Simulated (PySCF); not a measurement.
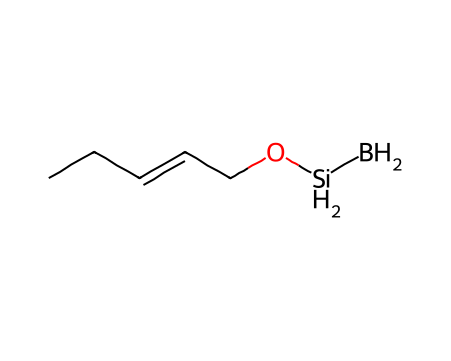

The geometry was computed by an optimisation with GFN2-xTB. No frequency run is at hand to confirm it as a minimum. Level of theory: PBE0/pcSseg-1, gas phase (PySCF 2.14.0).

What does the calculation give?

The species is C₅H₁₃BOSi (`B[SiH2]OC/C=C/CC`).
- dipole moment: 0.66 D
- HOMO energy (Kohn–Sham orbital): −7.30 eV
- LUMO energy (Kohn–Sham orbital): −2.48 eV
- HOMO–LUMO gap: 4.83 eV

The geometry is semi-empirical. Around B, Si such bond lengths and angles can be off by a tenth of an ångström or more and by several degrees, and values that hang on the shape move with them.
